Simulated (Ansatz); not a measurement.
**BH4NO: one molecule under many settings**

How do the results and run time of BH4NO respond when the settings are drawn wide?

The runs use Ansatz 0.2.0, Gaussian basis; the settings change from run to run.

### Step 1. The geometry

The structure was relaxed beforehand with PBE0-D4 in a triple-zeta def2 set.

SMILES `NBO`, 7 atoms, charge 0, spin multiplicity 1.

Atoms are counted from 1 here; the program's logs count them from 0.

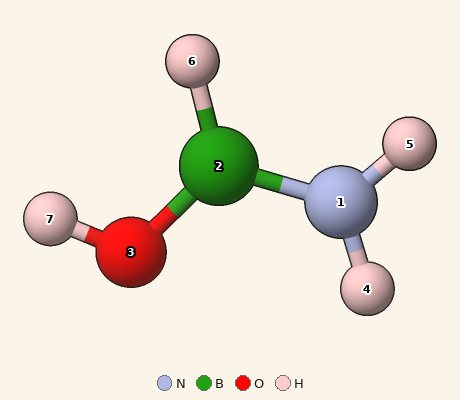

The structure; nitrogen light blue, boron green, oxygen red, hydrogen pink; atoms are numbered from 1 in the order of the file.

### Step 2. B2GP-PLYP/cc-pVTZ

The input, in.yaml:

```yaml
crystal:
  periodic: [false, false, false]
  atoms:
    - {symbol: N, position_ang: [-0.949437, 0.171940, -0.442891]}
    - {symbol: B, position_ang: [0.292447, 0.160508, 0.197094]}
    - {symbol: O, position_ang: [1.025558, -0.998149, 0.192137]}
    - {symbol: H, position_ang: [-1.327555, -0.636170, -0.907405]}
    - {symbol: H, position_ang: [-1.534744, 0.985223, -0.476071]}
    - {symbol: H, position_ang: [0.696488, 1.155506, 0.737149]}
    - {symbol: H, position_ang: [1.858545, -0.906857, 0.654287]}
basis:
  gaussian: {orbitals: cc-pVTZ}
hamiltonian: {xc: {name: B2GP-PLYP}}
output: {forces: true}
```

Launch:

```sh
$ ansatz run in.yaml --threads 2 --pin off --events-out ev --progress --plain --max-ram 32768MiB --backend cpu
```

Standard output, shortened:

```text
Functional definition: B2GP-PLYP
  name "B2GP-PLYP"
  cite "Karton, Tarnopolsky, Lamère, Schatz & Martin, J. Phys. Chem. A 112, 12868 (2008) doi:10.1021/jp801805p"
  cite "Becke, Phys. Rev. A 38, 3098 (1988) doi:10.1103/PhysRevA.38.3098"
  cite "Lee, Yang & Parr, Phys. Rev. B 37, 785 (1988) doi:10.1103/PhysRevB.37.785"
[...]
848 factors; integrals over basis functions are off by at most 1.0e-3 eV
[...]
mean field -4272.50709658 eV, -157.0117397901 hartree, gradient 3.6e-6 eV, S^2 0.000000; 0 other end points of the search recorded, 0 dependent functions left out
3 core orbitals not correlated: weight in the atoms' cores, before any rotation towards them, 1.000 or more for the frozen orbitals, at most 0.000 for the correlated occupied ones
reference -4272.50719516 eV, -157.0117434127 hartree; 9, 9 occupied and 134, 134 virtual orbitals, 848 factors
second order -17.41704612 eV of doubles, -0.00000000 eV of singles
[...]
Total energy: -4278.77733176 eV, -157.2421666828 hartree
Atom 0 at    -0.949437     0.171940    -0.442891 Å, force    -0.197837     0.001436    -0.102050 eV/Å
Atom 1 at     0.292447     0.160508     0.197094 Å, force     0.102813     0.226686     0.128560 eV/Å
Atom 2 at     1.025558    -0.998149     0.192137 Å, force     0.141944    -0.064436     0.052197 eV/Å
Atom 3 at    -1.327555    -0.636170    -0.907405 Å, force     0.054417     0.123521     0.069243 eV/Å
Atom 4 at    -1.534744     0.985223    -0.476071 Å, force     0.076677    -0.115922     0.001230 eV/Å
Atom 5 at     0.696488     1.155506     0.737149 Å, force    -0.078162    -0.161378    -0.094120 eV/Å
Atom 6 at     1.858545    -0.906857     0.654287 Å, force    -0.099852    -0.009908    -0.055059 eV/Å
Dipole moment:    -0.067636     0.108294     0.000929 e Å
```

Run time: 6.5 s. Hardware: 2 threads, shared host; peak memory 0.48 GiB.

Largest force 0.280 eV/Å, dipole 0.61 D.

### Step 3. HSE06/x2c-TZVPPall

Options: charge +1, multiplicity 2, density fitting with def2-universal-jkfit, relativity set to none.

in.yaml, as its differences from that of step 2:

```diff
@@ -11,4 +11,5 @@
 basis:
-  gaussian: {orbitals: cc-pVTZ}
-hamiltonian: {xc: {name: B2GP-PLYP}}
-output: {forces: true}
+  gaussian: {orbitals: x2c-TZVPPall, fitting: {mean_field: def2-universal-jkfit}}
+total_charge: 1
+magnetization: {spin_polarized: true, initial_magnetization: 1}
+hamiltonian: {xc: {name: HSE06}, pseudopotentials: {relativity: none}}
```

Launched as before.

Standard output, shortened:

```text
Functional definition: HSE06
  name "HSE06"
  cite "Heyd, Scuseria & Ernzerhof, J. Chem. Phys. 118, 8207 (2003) doi:10.1063/1.1564060"
  cite "Krukau, Vydrov, Izmaylov & Scuseria, J. Chem. Phys. 125, 224106 (2006) doi:10.1063/1.2404663"
  cite "Heyd & Scuseria, J. Chem. Phys. 120, 7274 (2004) doi:10.1063/1.1668634"
  cite "Ernzerhof & Perdew, J. Chem. Phys. 109, 3313 (1998) doi:10.1063/1.476928"
  cite "Perdew, Burke & Ernzerhof, Phys. Rev. Lett. 77, 3865 (1996) doi:10.1103/PhysRevLett.77.3865"
  parent pbe
[...]
  # The whole range is PBE's own exchange, as in plane waves. The composition of these papers is wPBEh.
[...]
301 factors; integrals over basis functions are off by at most 9.4e-1 eV
301 factors; integrals over basis functions are off by at most 1.8e-7 eV
[...]
mean field -4267.39063417 eV, -156.8237132645 hartree, gradient 2.6e-5 eV, S^2 0.765932; 2 other end points of the search recorded, 0 dependent functions left out
reference -4267.39066615 eV, -156.8237144396 hartree; 12, 11 occupied and 137, 138 virtual orbitals, 301 factors
WARN: the results are in doubt because the basis set is contracted for relativity, which is off
Total energy: -4267.39066615 eV, -156.8237144396 hartree
In doubt: the basis set is contracted for relativity, which is off
```

It took 4.4 s on 2 threads, shared host.

⟨S²⟩ 0.766. The log holds a warning on this run.

### Step 4. PBEsol/aug-pcseg-2

Set apart from the defaults: D4 dispersion.

in.yaml, as its differences from that of step 3:

```diff
@@ -11,5 +11,3 @@
 basis:
-  gaussian: {orbitals: x2c-TZVPPall, fitting: {mean_field: def2-universal-jkfit}}
-total_charge: 1
-magnetization: {spin_polarized: true, initial_magnetization: 1}
-hamiltonian: {xc: {name: HSE06}, pseudopotentials: {relativity: none}}
+  gaussian: {orbitals: aug-pcseg-2}
+hamiltonian: {xc: {name: PBEsol}, dispersion: d4}
```

The command is unchanged.

Standard output:

```text
Functional definition: PBEsol
  name "PBEsol"
  cite "Perdew et al., Phys. Rev. Lett. 100, 136406 (2008) doi:10.1103/PhysRevLett.100.136406"
  cite "Perdew, Burke & Ernzerhof, Phys. Rev. Lett. 77, 3865 (1996) doi:10.1103/PhysRevLett.77.3865"
  parent pbesol
  exchange = pbesol_x
  correlation = pbesol_c
823 factors; their error is unknown
mean field evaluation 1: about -4248.3877 eV, gradient 8.5e1 eV
mean field evaluation 2: about -4170.9615 eV, gradient 1.7e2 eV
mean field evaluation 4: about -4260.9742 eV, gradient 1.6e1 eV
mean field evaluation 8: about -4261.4635 eV, gradient 7.0e-2 eV
mean field evaluation 16: about -4261.4303 eV, gradient 2.9e-5 eV
mean field -4261.43032855 eV, -156.6046760731 hartree, gradient 2.9e-5 eV, S^2 0.000000; 0 other end points of the search recorded, 0 dependent functions left out
reference -4261.43039005 eV, -156.6046783330 hartree; 12, 12 occupied and 218, 218 virtual orbitals, 823 factors
Total energy: -4261.45167361 eV, -156.6054604894 hartree
```

It took 3 s on 2 threads, shared host.

### Step 5. PBE0-DH/x2c-TZVPPall

Options: charge +1, multiplicity 2, high accuracy.

in.yaml, as its differences from that of step 4:

```diff
@@ -11,3 +11,6 @@
 basis:
-  gaussian: {orbitals: aug-pcseg-2}
-hamiltonian: {xc: {name: PBEsol}, dispersion: d4}
+  gaussian: {orbitals: x2c-TZVPPall}
+total_charge: 1
+magnetization: {spin_polarized: true, initial_magnetization: 1}
+hamiltonian: {xc: {name: PBE0-DH}}
+accuracy: high
```

Launched as before.

Standard output, shortened:

```text
Functional definition: PBE0-DH
  name "PBE0-DH"
  cite "Brémond & Adamo, J. Chem. Phys. 135, 024106 (2011) doi:10.1063/1.3604569"
  cite "Perdew, Burke & Ernzerhof, Phys. Rev. Lett. 77, 3865 (1996) doi:10.1103/PhysRevLett.77.3865"
[...]
2604 factors; integrals over basis functions are off by at most 1.0e-8 eV
[...]
mean field -4268.00063763 eV, -156.8461304780 hartree, gradient 5.0e-8 eV, S^2 0.768241; 1 other end points of the search recorded, 0 dependent functions left out
3 core orbitals not correlated: weight in the atoms' cores, before any rotation towards them, 1.000 or more for the frozen orbitals, at most 0.000 for the correlated occupied ones
reference -4268.00063934 eV, -156.8461305410 hartree; 9, 8 occupied and 137, 138 virtual orbitals, 2604 factors
second order -16.89199207 eV of doubles, -0.00000000 eV of singles
Total energy: -4270.11213835 eV, -156.9237266983 hartree
Relativity: scalar
```

It took 17 s on 2 threads, shared host; peak memory 0.71 GiB.

⟨S²⟩ 0.768.

### Step 6. RPBE/def2-SVPD

Options: atoms shaken by 0.15 Å, D4 dispersion.

The input, in.yaml:

```yaml
crystal:
  periodic: [false, false, false]
  atoms:
    - {symbol: N, position_ang: [-1.028866, 0.061327, -0.221163]}
    - {symbol: B, position_ang: [0.374067, 0.184828, 0.049418]}
    - {symbol: O, position_ang: [1.042093, -0.793491, 0.090579]}
    - {symbol: H, position_ang: [-1.181391, -0.851327, -0.956165]}
    - {symbol: H, position_ang: [-1.651572, 0.819007, -0.406490]}
    - {symbol: H, position_ang: [0.982296, 1.315905, 0.794236]}
    - {symbol: H, position_ang: [1.820237, -0.885720, 0.696715]}
basis:
  gaussian: {orbitals: def2-SVPD}
hamiltonian: {xc: {name: RPBE}, dispersion: d4}
```

Same command.

Standard output:

```text
Functional definition: RPBE
  name "RPBE"
  cite "Hammer, Hansen & Nørskov, Phys. Rev. B 59, 7413 (1999) doi:10.1103/PhysRevB.59.7413"
  cite "Perdew, Burke & Ernzerhof, Phys. Rev. Lett. 77, 3865 (1996) doi:10.1103/PhysRevLett.77.3865"
  parameter kappa = 0.804
  parameter beta = 0.06672455060314922
  exchange = rpbe_x(kappa = kappa, mu = beta*pi^2/3)
  correlation = pbe_c(beta = beta)
775 factors; their error is unknown
mean field evaluation 1: about -4264.7849 eV, gradient 7.5e1 eV
mean field evaluation 2: about -4222.8230 eV, gradient 1.5e2 eV
mean field evaluation 4: about -4275.8837 eV, gradient 4.0e0 eV
mean field evaluation 8: about -4275.9268 eV, gradient 1.2e-1 eV
mean field evaluation 16: about -4275.8968 eV, gradient 6.3e-5 eV
mean field -4275.89680170 eV, -157.1363091555 hartree, gradient 6.3e-5 eV, S^2 0.000000; 0 other end points of the search recorded, 0 dependent functions left out
reference -4275.89684613 eV, -157.1363107882 hartree; 12, 12 occupied and 83, 83 virtual orbitals, 775 factors
Total energy: -4276.26668517 eV, -157.1499021222 hartree
```

Wall time 1.1 s (2 threads, shared host).

### Step 7. CAM-B3LYP/def2-mTZVPP

Set apart from the defaults: a grid of angular degree 23, D3(BJ) with three-body dispersion.

The input, in.yaml:

```yaml
crystal:
  periodic: [false, false, false]
  atoms:
    - {symbol: N, position_ang: [-0.949437, 0.171940, -0.442891]}
    - {symbol: B, position_ang: [0.292447, 0.160508, 0.197094]}
    - {symbol: O, position_ang: [1.025558, -0.998149, 0.192137]}
    - {symbol: H, position_ang: [-1.327555, -0.636170, -0.907405]}
    - {symbol: H, position_ang: [-1.534744, 0.985223, -0.476071]}
    - {symbol: H, position_ang: [0.696488, 1.155506, 0.737149]}
    - {symbol: H, position_ang: [1.858545, -0.906857, 0.654287]}
basis:
  gaussian: {orbitals: def2-mTZVPP, final_grid: {core_spheres: 8, valence_spheres: 7, degree: 23}}
hamiltonian: {xc: {name: CAM-B3LYP}, dispersion: d3bjatm}
output: {forces: true}
```

Launched as before.

Standard output, shortened:

```text
Functional definition: CAM-B3LYP
  name "CAM-B3LYP"
  cite "Yanai, Tew & Handy, Chem. Phys. Lett. 393, 51 (2004) doi:10.1016/j.cplett.2004.06.011"
  cite "Iikura, Tsuneda, Yanai & Hirao, J. Chem. Phys. 115, 3540 (2001) doi:10.1063/1.1383587"
  cite "Becke, Phys. Rev. A 38, 3098 (1988) doi:10.1103/PhysRevA.38.3098"
  cite "Lee, Yang & Parr, Phys. Rev. B 37, 785 (1988) doi:10.1103/PhysRevB.37.785"
  cite "Vosko, Wilk & Nusair, Can. J. Phys. 58, 1200 (1980) doi:10.1139/p80-159"
[...]
  # Exact exchange under (alpha + beta erf(omega r))/r, Becke's under what is left of 1/r.
[...]
711 factors; their error is unknown
248 factors; integrals over basis functions are off by at most 1.7e-5 eV
[...]
mean field -4281.03938098 eV, -157.3252954583 hartree, gradient 2.5e-5 eV, S^2 0.000000; 0 other end points of the search recorded, 0 dependent functions left out
[...]
reference -4281.03947416 eV, -157.3252988826 hartree; 12, 12 occupied and 75, 75 virtual orbitals, 711 factors
Total energy: -4281.09459149 eV, -157.3273244073 hartree
Atom 0 at    -0.949437     0.171940    -0.442891 Å, force     0.094631    -0.012833     0.044820 eV/Å
Atom 1 at     0.292447     0.160508     0.197094 Å, force    -0.025455     0.097463     0.019129 eV/Å
Atom 2 at     1.025558    -0.998149     0.192137 Å, force    -0.086839     0.081706    -0.017843 eV/Å
Atom 3 at    -1.327555    -0.636170    -0.907405 Å, force    -0.019606    -0.042515    -0.024298 eV/Å
Atom 4 at    -1.534744     0.985223    -0.476071 Å, force    -0.044246     0.049182    -0.006596 eV/Å
Atom 5 at     0.696488     1.155506     0.737149 Å, force    -0.027878    -0.131166    -0.058015 eV/Å
Atom 6 at     1.858545    -0.906857     0.654287 Å, force     0.109394    -0.041837     0.042803 eV/Å
Dipole moment:    -0.065195     0.121030     0.006427 e Å
```

Wall time 1.5 s (2 threads, shared host).

Largest force 0.146 eV/Å, dipole 0.66 D.

### Step 8. B97M-V/def2-TZVP

Set apart from the defaults: relativity set to none.

in.yaml, as its differences from that of step 7:

```diff
@@ -11,4 +11,4 @@
 basis:
-  gaussian: {orbitals: def2-mTZVPP, final_grid: {core_spheres: 8, valence_spheres: 7, degree: 23}}
-hamiltonian: {xc: {name: CAM-B3LYP}, dispersion: d3bjatm}
+  gaussian: {orbitals: def2-TZVP}
+hamiltonian: {xc: {name: B97M-V}, pseudopotentials: {relativity: none}}
 output: {forces: true}
```

Same command.

Standard output, shortened:

```text
Functional definition: B97M-V
  name "B97M-V"
  cite "Mardirossian & Head-Gordon, J. Chem. Phys. 142, 074111 (2015) doi:10.1063/1.4907719"
  cite "Becke, J. Chem. Phys. 107, 8554 (1997) doi:10.1063/1.475007"
  cite "Vydrov & Van Voorhis, J. Chem. Phys. 133, 244103 (2010) doi:10.1063/1.3521275"
  # Of w^i u^j: cxij and so on, Table III.
[...]
  gx(w, u) = cx00 + cx01*u + cx02*u^2 + (cx10 + cx11*u)*w
  gss(w, u) = css00 + css02*u^2 + css10*w + (css32*w^3 + css42*w^4)*u^2
  gos(w, u) = cos00 + cos01*u + cos03*u^3 + cos10*w + cos32*w^3*u^2
[...]
      + integral(e_c_pw_mod_opposite_spin*gos(b97_w_opposite, b97_u_opposite)) + vv10(b, c)
651 factors; their error is unknown
[...]
mean field -4282.18187771 eV, -157.3672814386 hartree, gradient 1.1e-5 eV, S^2 0.000000; 0 other end points of the search recorded, 0 dependent functions left out
[...]
reference -4282.18192953 eV, -157.3672833429 hartree; 12, 12 occupied and 105, 105 virtual orbitals, 651 factors
Total energy: -4282.18192953 eV, -157.3672833429 hartree
Atom 0 at    -0.949437     0.171940    -0.442891 Å, force    -0.033038     0.019900    -0.010487 eV/Å
Atom 1 at     0.292447     0.160508     0.197094 Å, force    -0.006387    -0.014158    -0.008071 eV/Å
Atom 2 at     1.025558    -0.998149     0.192137 Å, force     0.027617     0.053101     0.031985 eV/Å
Atom 3 at    -1.327555    -0.636170    -0.907405 Å, force     0.039295     0.173649     0.078060 eV/Å
Atom 4 at    -1.534744     0.985223    -0.476071 Å, force     0.094919    -0.199576    -0.017110 eV/Å
Atom 5 at     0.696488     1.155506     0.737149 Å, force    -0.029354    -0.033299    -0.026263 eV/Å
Atom 6 at     1.858545    -0.906857     0.654287 Å, force    -0.093050     0.000383    -0.048113 eV/Å
Dipole moment:    -0.066960     0.093278    -0.003710 e Å
```

It took 3.9 s on 2 threads, shared host.

Largest force 0.222 eV/Å, dipole 0.55 D.

### Step 9. SVWN5/ANO-RCC-VTZP

Options: density fitting with def2-universal-jkfit, finite nuclei.

in.yaml, as its differences from that of step 8:

```diff
@@ -11,4 +11,4 @@
 basis:
-  gaussian: {orbitals: def2-TZVP}
-hamiltonian: {xc: {name: B97M-V}, pseudopotentials: {relativity: none}}
+  gaussian: {orbitals: ANO-RCC-VTZP, fitting: {mean_field: def2-universal-jkfit}, nuclear_model: gaussian}
+hamiltonian: {xc: {name: SVWN5}}
 output: {forces: true}
```

Launched as before.

Standard output, shortened:

```text
Functional definition: SVWN5
  name "SVWN5"
  cite "Dirac, Proc. Camb. Phil. Soc. 26, 376 (1930) doi:10.1017/S0305004100016108"
  cite "Slater, Phys. Rev. 81, 385 (1951) doi:10.1103/PhysRev.81.385"
  cite "Vosko, Wilk & Nusair, Can. J. Phys. 58, 1200 (1980) doi:10.1139/p80-159"
[...]
301 factors; integrals over basis functions are off by at most 9.1e-1 eV
[...]
mean field -4250.49214022 eV, -156.2027050661 hartree, gradient 2.2e-5 eV, S^2 0.000000; 0 other end points of the search recorded, 0 dependent functions left out
[...]
reference -4250.49219048 eV, -156.2027069132 hartree; 12, 12 occupied and 134, 134 virtual orbitals, 301 factors
Total energy: -4250.49219048 eV, -156.2027069132 hartree
Relativity: scalar
Atom 0 at    -0.949437     0.171940    -0.442891 Å, force     0.628176    -0.030805     0.315425 eV/Å
Atom 1 at     0.292447     0.160508     0.197094 Å, force    -0.135891    -0.226484    -0.145752 eV/Å
Atom 2 at     1.025558    -0.998149     0.192137 Å, force    -0.632897     0.116271    -0.289433 eV/Å
Atom 3 at    -1.327555    -0.636170    -0.907405 Å, force    -0.162589    -0.414499    -0.222015 eV/Å
Atom 4 at    -1.534744     0.985223    -0.476071 Å, force    -0.258940     0.400178    -0.001263 eV/Å
Atom 5 at     0.696488     1.155506     0.737149 Å, force     0.055578     0.117012     0.067707 eV/Å
Atom 6 at     1.858545    -0.906857     0.654287 Å, force     0.506563     0.038326     0.275330 eV/Å
Dipole moment:    -0.079160     0.105884    -0.005846 e Å
```

It took 2.2 s on 2 threads, shared host.

Largest force 0.706 eV/Å, dipole 0.64 D.

### Step 10. CCSD/def2-SVPD

Set apart from the defaults: density fitting with cc-pVTZ-jkfit.

in.yaml, as its differences from that of step 9:

```diff
@@ -11,4 +11,4 @@
 basis:
-  gaussian: {orbitals: ANO-RCC-VTZP, fitting: {mean_field: def2-universal-jkfit}, nuclear_model: gaussian}
-hamiltonian: {xc: {name: SVWN5}}
-output: {forces: true}
+  gaussian: {orbitals: def2-SVPD, fitting: {mean_field: cc-pVTZ-jkfit}}
+hamiltonian: {xc: {name: HF}}
+correlation: {method: ccsd}
```

The command is unchanged.

Standard output, shortened:

```text
Functional definition: HF
  name "HF"
  cite "Fock, Z. Phys. 61, 126 (1930) doi:10.1007/BF01340294"
  parent pbe
[...]
357 factors; integrals over basis functions are off by at most 1.3e-1 eV
[...]
mean field -4253.62700115 eV, -156.3179090804 hartree, gradient 1.2e-6 eV, S^2 0.000000; 0 other end points of the search recorded, 0 dependent functions left out
3 core orbitals not correlated: weight in the atoms' cores, before any rotation towards them, 1.000 or more for the frozen orbitals, at most 0.000 for the correlated occupied ones
reference -4253.62700115 eV, -156.3179090804 hartree; 9, 9 occupied and 83, 83 virtual orbitals, 357 factors
second order -12.73904647 eV of doubles, -0.00000000 eV of singles
cycle   1  -13.02190816 eV  change   -2.8e-1 eV  update   8.0e-2
[...]
cycle   9  -13.39251036 eV  change   -4.1e-7 eV  update   1.3e-5
Total energy: -4267.01951151 eV, -156.8100747584 hartree
```

It took 2.9 s on 2 threads, shared host.

T1 0.013.

### Step 11. The runs in one table

```tsv
level	charge	multiplicity	geometry	functions	energy (eV)	time
B2GP-PLYP/cc-pVTZ	0	1	relaxed	146	-4278.777	6.5 s
HSE06/x2c-TZVPPall	1	2	relaxed	149	-4267.391	4.4 s
PBEsol/aug-pcseg-2	0	1	relaxed	230	-4261.452	3 s
PBE0-DH/x2c-TZVPPall	1	2	relaxed	149	-4270.112	17 s
RPBE/def2-SVPD	0	1	shaken	95	-4276.267	1.1 s
CAM-B3LYP/def2-mTZVPP	0	1	relaxed	87	-4281.095	1.5 s
B97M-V/def2-TZVP	0	1	relaxed	117	-4282.182	3.9 s
SVWN5/ANO-RCC-VTZP	0	1	relaxed	146	-4250.492	2.2 s
CCSD/def2-SVPD	0	1	relaxed	95	-4267.020	2.9 s
```

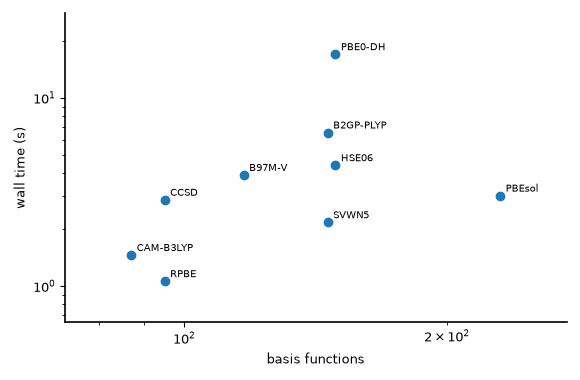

Wall time against the number of basis functions (shared host).

### Step 12. Outcome

```
                                         quantity                       value
                                             runs                           9
                                         quickest       RPBE/def2-SVPD, 1.1 s
                                          slowest  PBE0-DH/x2c-TZVPPall, 17 s
spread of total energies, same state and geometry                     31.7 eV
                  dipole, same state and geometry              0.55 to 0.66 D
```

What this shows: PBE0-DH/x2c-TZVPPall took 16 times as long as RPBE/def2-SVPD. The jobs differ in tasks and options as well as level. The totals spread over 32 eV; they can't be compared across methods or bases. At the PBE0-D4/def2-TZVP geometry and in the same state, runs without warnings or point charges leave forces up to 0.71 eV/Å (SVWN5/ANO-RCC-VTZP). At that geometry and state the dipole changes by 20 % between the lowest and highest value.
